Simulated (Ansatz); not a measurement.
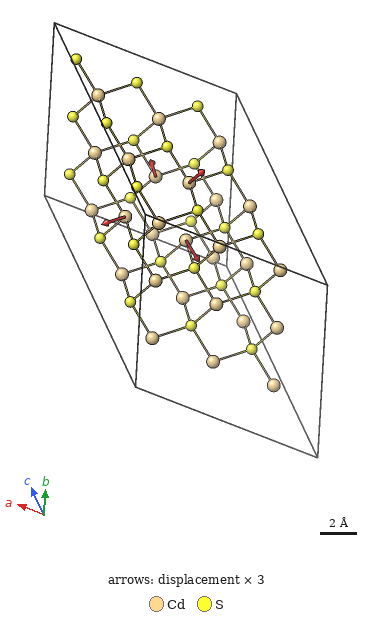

This is a relaxation of a defect cell of composition Cd27S26 (cell charge +2). The starting structure is drawn; red arrows show the displacements, 3 times their true length.

The picture is a ball-and-stick view of the cell of the calculation (origin shifted), seen from a free direction.

Computed with DFT, PBE, plane-wave PAW, default files, scalar-relativistic (Ansatz 0.2.0). Settings: plane-wave cutoff 420 eV; k-point mesh 2 × 2 × 2; occupations fermi dirac; smearing width 0.01 eV; no spin polarisation; atoms relaxed in a fixed cell; force threshold 0.03 eV/Å; at most 40 steps.

Question: What happened in the run?

Answer: The largest moves, 0.53 Å, are those of Cd atoms. By element the largest moves are Cd 0.53 Å, S 0.05 Å. The cell doesn't change. Some distances before and after: Cd–S 2.526 → 2.445 Å, Cd–S 2.526 → 2.492 Å, Cd–S 2.526 → 2.543 Å. Among the angles between lasting bonds that change: Cd–S–Cd 109.5° → 95.9°, S–Cd–S 109.5° → 118.7°, Cd–S–Cd 109.5° → 114.6°. The energy falls by 1.146 eV per cell of the calculation in 5 geometry steps. Largest force component: 0.48 eV/Å at the start, 0.0027 eV/Å at the end. Cost: 4.3 min on 4 threads of Arm Neoverse V1, on a shared host, peak memory 6.4 GiB.

Limits of the set-up: the cell is charged, on a uniform background, and energies carry no finite-size correction.
